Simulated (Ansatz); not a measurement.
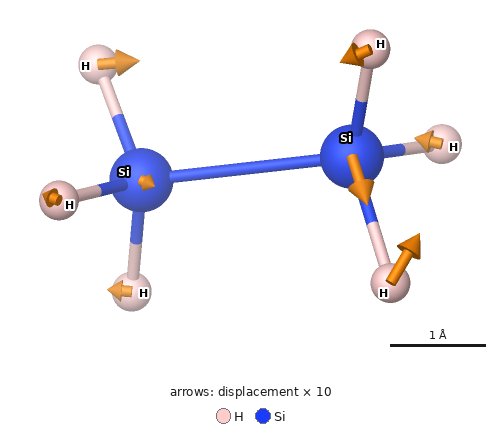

This is a relaxation of Si2H6. The starting structure is drawn; orange arrows show the displacements, 10 times their true length. The two geometries are superimposed by the best rigid fit.

Style: ball-and-stick. Shown at a tilt.

It is one of the separated reactants of a reaction.

Theory: RKS PBE0-D4/def2-TZVP in Ansatz 0.2.0. (force threshold 0.005 eV/Å; at most 200 steps)

Question: Describe the change and its energy.

Answer: An H atom moves most after the best rigid fit: 0.063 Å. Largest moves by element: H 0.063 Å, Si 0.060 Å. Near-neighbour distances that change, for instance: H–Si 1.590 → 1.488 Å. Bond angles that change, for instance: H–Si–Si 107.3° → 110.2°, Si–Si–H 112.7° → 110.3°, H–Si–H 106.4° → 108.7°. Over 3 geometry steps the energy falls by 1.99 kcal/mol. The largest force component goes from 1.3 to 0.0005 eV/Å.
